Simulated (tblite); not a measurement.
# Run report: C₂H₅F₃Ge₂O₃, geometry relaxation (part 4 of 4)

C₂H₅F₃Ge₂O₃, SMILES [F][Ge]([F])([F])[GeH]1[O]COC[O]1; GFN2-xTB geometry optimisation, gas phase (tblite 0.8.0). It belongs to a series of runs on one base structure; here: O inserted into a C-C bond.

Geometry of the input (Å):
```
F  3.6467  0.3361  1.6365
Ge 2.6120  -0.3892  0.4278
F  3.0633  -2.0828  0.3274
F  2.9443  0.3644  -1.1043
Ge 0.2811  -0.1814  0.9207
O  -0.3949  1.3796  0.4443
C  -1.1652  1.3939  -0.6903
O  -1.3185  0.1812  -1.3119
C  -1.7247  -0.8630  -0.5103
O  -0.6729  -1.4886  0.1682
H  0.1762  -0.3192  2.4640
H  -0.6368  2.0444  -1.4210
H  -2.1300  1.8929  -0.4190
H  -2.5206  -0.6082  0.2080
H  -2.1644  -1.6522  -1.1619
```

### Trajectory as extended XYZ, continued
```
15
Properties=species:S:1:pos:R:3:forces:R:3 step=76 energy=-1014.73499
F     3.7699    0.1584    1.2337   -0.0090   0.0070   0.0050
Ge    2.4050   -0.4459    0.2911   -0.0090   0.0000  -0.0010
F     2.9278   -2.1140    0.0615    0.0090  -0.0170  -0.0120
F     2.8286    0.2148   -1.2901    0.0010  -0.0050  -0.0110
Ge    0.1370   -0.0446    1.2834   -0.0220   0.0160   0.0190
O    -0.5182    1.4804    0.6986   -0.0010   0.0020   0.0060
C    -1.1300    1.4047   -0.5724    0.0050   0.0070  -0.0020
O    -0.9119    0.1757   -1.1964    0.0080   0.0080  -0.0020
C    -1.5737   -0.8934   -0.5924   -0.0010   0.0040  -0.0040
O    -1.0534   -1.1925    0.6854   -0.0090  -0.0210  -0.0190
H     0.0688   -0.0588    2.7855    0.0080   0.0090   0.0100
H    -0.6792    2.1609   -1.2223    0.0120   0.0050  -0.0060
H    -2.2057    1.6016   -0.4511   -0.0030  -0.0120  -0.0040
H    -2.6490   -0.6803   -0.4907    0.0120  -0.0170   0.0200
H    -1.4202   -1.7589   -1.2456    0.0000   0.0150   0.0000
15
Properties=species:S:1:pos:R:3:forces:R:3 step=78 energy=-1014.73526
F     3.7679    0.1577    1.2284   -0.0060   0.0040   0.0060
Ge    2.3996   -0.4472    0.2907   -0.0200   0.0130  -0.0070
F     2.9177   -2.1150    0.0544    0.0130  -0.0260  -0.0080
F     2.8193    0.2102   -1.2931   -0.0010  -0.0030  -0.0060
Ge    0.1337   -0.0406    1.2890   -0.0170  -0.0190   0.0120
O    -0.5201    1.4827    0.7027   -0.0110   0.0260  -0.0130
C    -1.1285    1.4057   -0.5705    0.0040  -0.0070  -0.0010
O    -0.9044    0.1773   -1.1934    0.0040  -0.0060   0.0050
C    -1.5677   -0.8937   -0.5932    0.0070   0.0040  -0.0030
O    -1.0576   -1.1899    0.6895    0.0070   0.0020  -0.0140
H     0.0700   -0.0549    2.7916    0.0020   0.0100   0.0050
H    -0.6789    2.1625   -1.2208    0.0100   0.0070   0.0110
H    -2.2054    1.5974   -0.4519   -0.0010  -0.0040  -0.0040
H    -2.6444   -0.6851   -0.5013    0.0050  -0.0100   0.0230
H    -1.4056   -1.7591   -1.2440    0.0030   0.0100  -0.0050
15
Properties=species:S:1:pos:R:3:forces:R:3 step=80 energy=-1014.73561
F     3.7610    0.1539    1.2173    0.0000   0.0030   0.0080
Ge    2.3872   -0.4486    0.2863   -0.0190   0.0020  -0.0080
F     2.8992   -2.1196    0.0454    0.0080  -0.0100  -0.0030
F     2.8021    0.2063   -1.3004   -0.0040  -0.0040   0.0000
Ge    0.1276   -0.0350    1.2989    0.0010  -0.0220  -0.0070
O    -0.5222    1.4889    0.7084   -0.0120   0.0180  -0.0110
C    -1.1252    1.4071   -0.5671   -0.0020  -0.0080  -0.0020
O    -0.8905    0.1796   -1.1879   -0.0010  -0.0120   0.0060
C    -1.5552   -0.8941   -0.5944    0.0080  -0.0050   0.0040
O    -1.0623   -1.1845    0.6961    0.0220   0.0110   0.0040
H     0.0673   -0.0477    2.8013   -0.0040   0.0080   0.0070
H    -0.6771    2.1661   -1.2165    0.0000   0.0050   0.0180
H    -2.2043    1.5897   -0.4528    0.0050   0.0080  -0.0090
H    -2.6343   -0.6946   -0.5158   -0.0050   0.0040   0.0090
H    -1.3779   -1.7594   -1.2408    0.0020   0.0010  -0.0150
15
Properties=species:S:1:pos:R:3:forces:R:3 step=81 energy=-1014.73570
F     3.7593    0.1520    1.2134   -0.0020   0.0020   0.0060
Ge    2.3831   -0.4492    0.2846   -0.0090  -0.0040  -0.0070
F     2.8936   -2.1216    0.0432    0.0040  -0.0010  -0.0030
F     2.7959    0.2057   -1.3028   -0.0050  -0.0050   0.0010
Ge    0.1260   -0.0338    1.3015    0.0060  -0.0030  -0.0080
O    -0.5237    1.4909    0.7103   -0.0050   0.0030  -0.0030
C    -1.1243    1.4074   -0.5660   -0.0030  -0.0040  -0.0020
O    -0.8858    0.1801   -1.1860    0.0000  -0.0060   0.0010
C    -1.5509   -0.8943   -0.5946    0.0050  -0.0050   0.0030
O    -1.0629   -1.1827    0.6979    0.0200   0.0000   0.0140
H     0.0651   -0.0445    2.8037   -0.0030   0.0060   0.0090
H    -0.6764    2.1675   -1.2141   -0.0020   0.0040   0.0130
H    -2.2039    1.5874   -0.4537    0.0040   0.0090  -0.0100
H    -2.6306   -0.6974   -0.5195   -0.0090   0.0070   0.0040
H    -1.3690   -1.7594   -1.2398    0.0010  -0.0030  -0.0180
15
Properties=species:S:1:pos:R:3:forces:R:3 step=83 energy=-1014.73579
F     3.7560    0.1516    1.2139   -0.0050   0.0020   0.0030
Ge    2.3817   -0.4507    0.2826    0.0010  -0.0070   0.0000
F     2.8957   -2.1230    0.0432    0.0010   0.0060  -0.0040
F     2.7951    0.2056   -1.3038   -0.0050  -0.0060  -0.0010
Ge    0.1262   -0.0345    1.3009    0.0050   0.0180   0.0040
O    -0.5259    1.4909    0.7112    0.0030  -0.0090   0.0080
C    -1.1243    1.4072   -0.5657    0.0000   0.0020   0.0000
O    -0.8846    0.1798   -1.1851    0.0010   0.0030  -0.0070
C    -1.5500   -0.8945   -0.5942    0.0010   0.0010  -0.0020
O    -1.0624   -1.1827    0.6982    0.0110  -0.0160   0.0150
H     0.0656   -0.0415    2.8034   -0.0010   0.0020   0.0050
H    -0.6760    2.1685   -1.2118    0.0010   0.0010   0.0010
H    -2.2040    1.5873   -0.4552   -0.0040   0.0070  -0.0090
H    -2.6296   -0.6971   -0.5192   -0.0100   0.0040   0.0020
H    -1.3679   -1.7589   -1.2401   -0.0010  -0.0080  -0.0150
15
Properties=species:S:1:pos:R:3:forces:R:3 step=85 energy=-1014.73592
F     3.7519    0.1547    1.2210   -0.0130  -0.0020  -0.0050
Ge    2.3839   -0.4536    0.2819    0.0130   0.0000   0.0060
F     2.9075   -2.1233    0.0438   -0.0030   0.0070  -0.0030
F     2.8012    0.2046   -1.3028   -0.0040  -0.0050  -0.0020
Ge    0.1275   -0.0364    1.2976    0.0020   0.0140   0.0150
O    -0.5290    1.4879    0.7109    0.0060  -0.0060   0.0100
C    -1.1258    1.4070   -0.5668    0.0020   0.0020   0.0070
O    -0.8883    0.1791   -1.1860    0.0020   0.0110  -0.0120
C    -1.5539   -0.8945   -0.5934    0.0030   0.0090  -0.0100
O    -1.0592   -1.1871    0.6954    0.0060  -0.0160   0.0110
H     0.0704   -0.0390    2.8010   -0.0020   0.0000  -0.0040
H    -0.6754    2.1685   -1.2111    0.0080  -0.0050  -0.0070
H    -2.2048    1.5905   -0.4576   -0.0110   0.0020  -0.0060
H    -2.6323   -0.6928   -0.5126   -0.0080  -0.0010   0.0050
H    -1.3782   -1.7575   -1.2432   -0.0020  -0.0090  -0.0050
15
Properties=species:S:1:pos:R:3:forces:R:3 step=87 energy=-1014.73603
F     3.7496    0.1573    1.2256   -0.0120  -0.0040  -0.0070
Ge    2.3856   -0.4555    0.2829    0.0110   0.0090   0.0050
F     2.9140   -2.1230    0.0431   -0.0020   0.0040   0.0000
F     2.8036    0.2028   -1.3019   -0.0040  -0.0040   0.0000
Ge    0.1281   -0.0367    1.2971    0.0020  -0.0090   0.0040
O    -0.5313    1.4855    0.7109   -0.0010   0.0050   0.0030
C    -1.1267    1.4073   -0.5679    0.0020   0.0000   0.0070
O    -0.8914    0.1793   -1.1875    0.0010   0.0050  -0.0080
C    -1.5557   -0.8943   -0.5933    0.0040   0.0040  -0.0080
O    -1.0539   -1.1924    0.6921    0.0080   0.0030   0.0050
H     0.0724   -0.0375    2.8006   -0.0040   0.0000  -0.0040
H    -0.6738    2.1680   -1.2117    0.0070  -0.0080  -0.0010
H    -2.2056    1.5939   -0.4600   -0.0020  -0.0010  -0.0030
H    -2.6333   -0.6903   -0.5058   -0.0060  -0.0010   0.0060
H    -1.3859   -1.7565   -1.2461   -0.0010  -0.0020   0.0000
15
Properties=species:S:1:pos:R:3:forces:R:3 step=88 energy=-1014.73608
F     3.7502    0.1566    1.2240   -0.0080  -0.0030  -0.0050
Ge    2.3847   -0.4554    0.2838    0.0050   0.0100   0.0020
F     2.9113   -2.1230    0.0420   -0.0020   0.0030   0.0010
F     2.7998    0.2018   -1.3022   -0.0030  -0.0030   0.0010
Ge    0.1279   -0.0358    1.2987    0.0010  -0.0130  -0.0030
O    -0.5325    1.4856    0.7117   -0.0050   0.0060   0.0000
C    -1.1265    1.4077   -0.5678    0.0010  -0.0010   0.0040
O    -0.8905    0.1800   -1.1876   -0.0010   0.0000  -0.0020
C    -1.5538   -0.8944   -0.5936    0.0020  -0.0030  -0.0030
O    -1.0513   -1.1934    0.6917    0.0050   0.0090  -0.0010
H     0.0704   -0.0364    2.8018   -0.0030   0.0000  -0.0010
H    -0.6727    2.1682   -1.2114    0.0050  -0.0080   0.0040
H    -2.2058    1.5943   -0.4613    0.0050  -0.0010  -0.0010
H    -2.6316   -0.6913   -0.5050   -0.0010  -0.0010   0.0030
H    -1.3839   -1.7566   -1.2467   -0.0020   0.0050   0.0030
15
Properties=species:S:1:pos:R:3:forces:R:3 step=90 energy=-1014.73612
F     3.7519    0.1549    1.2209    0.0000   0.0010   0.0000
Ge    2.3836   -0.4545    0.2848   -0.0010   0.0040  -0.0010
F     2.9067   -2.1228    0.0416   -0.0010   0.0020   0.0010
F     2.7946    0.2014   -1.3023   -0.0010  -0.0010  -0.0020
Ge    0.1281   -0.0352    1.3000   -0.0010  -0.0010  -0.0030
O    -0.5336    1.4860    0.7125   -0.0030   0.0000   0.0010
C    -1.1261    1.4079   -0.5676    0.0010  -0.0010   0.0000
O    -0.8893    0.1806   -1.1878    0.0000  -0.0030   0.0020
C    -1.5513   -0.8945   -0.5939   -0.0020  -0.0040   0.0020
O    -1.0483   -1.1936    0.6913   -0.0010   0.0030  -0.0020
H     0.0667   -0.0355    2.8028    0.0000   0.0000   0.0010
H    -0.6715    2.1682   -1.2108    0.0040  -0.0040   0.0030
H    -2.2056    1.5943   -0.4626    0.0050  -0.0010   0.0000
H    -2.6294   -0.6927   -0.5042    0.0010   0.0000  -0.0010
H    -1.3807   -1.7565   -1.2469   -0.0020   0.0040   0.0000
```

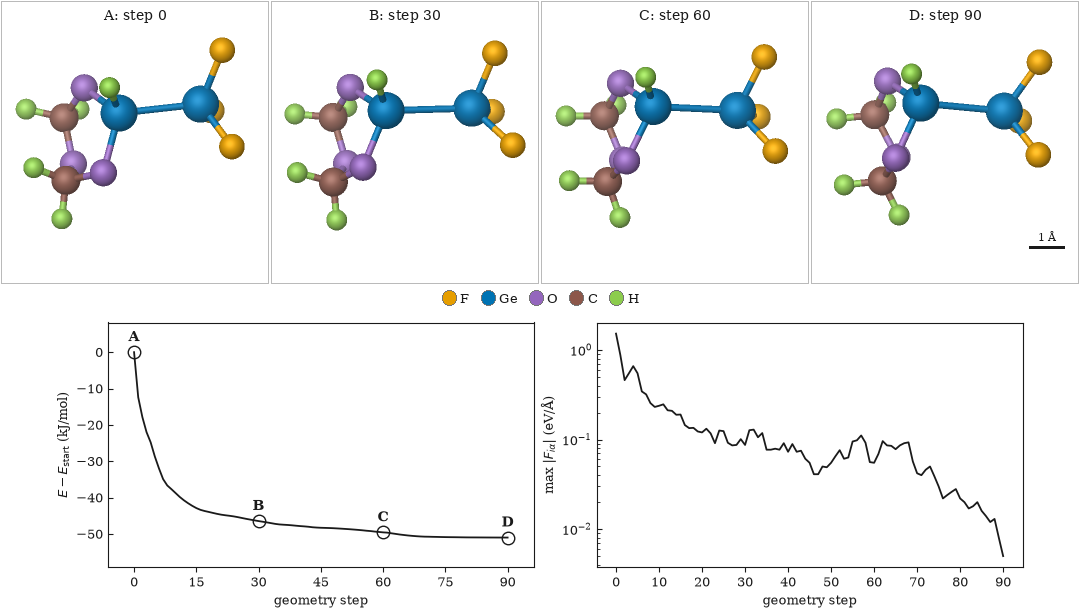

*Frames of the relaxation (ball-and-stick view, seen at a tilt) above the curves, on which the letters mark them (steps are counted from 0).*

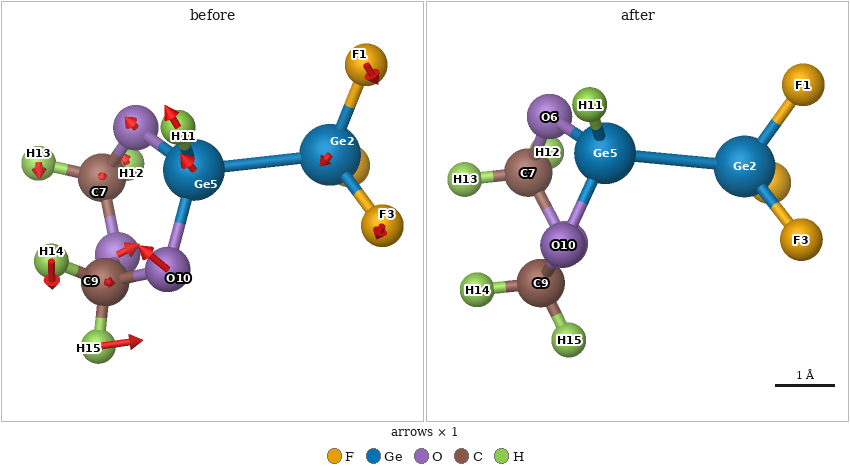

*Before (left) and after (right) the relaxation, at one scale (ball-and-stick view, seen at a tilt). The red arrows give the displacements, at true length.*

The atom that moves furthest after the best rigid fit is H15 (0.79 Å). Largest moves by element: H 0.79 Å, O 0.72 Å, F 0.47 Å, Ge 0.44 Å, C 0.19 Å. Among the contacts that change: Ge2–Ge5 2.391 → 2.509 Å, Ge5–H11 1.553 → 1.504 Å, O6–C7 1.371 → 1.413 Å, Ge2–F4 1.739 → 1.766 Å. Among the angles that change: F4–Ge2–Ge5 109.3° → 120.7°, Ge2–Ge5–H11 105.2° → 116.2°, F3–Ge2–F4 108.6° → 99.1°. Over 90 geometry steps the energy falls by 51.0 kJ/mol. Largest force component: 1.5 eV/Å at the start, 0.005 eV/Å at the end. (Atoms are counted from 1 in the order of the input.)

### Results in brief

```csv
quantity,value
outcome,converged
total energy,−1014.7361 eV
hardware,"1 CPU thread, shared host"
wall time,0.79 s
peak memory,0.18 GiB
```
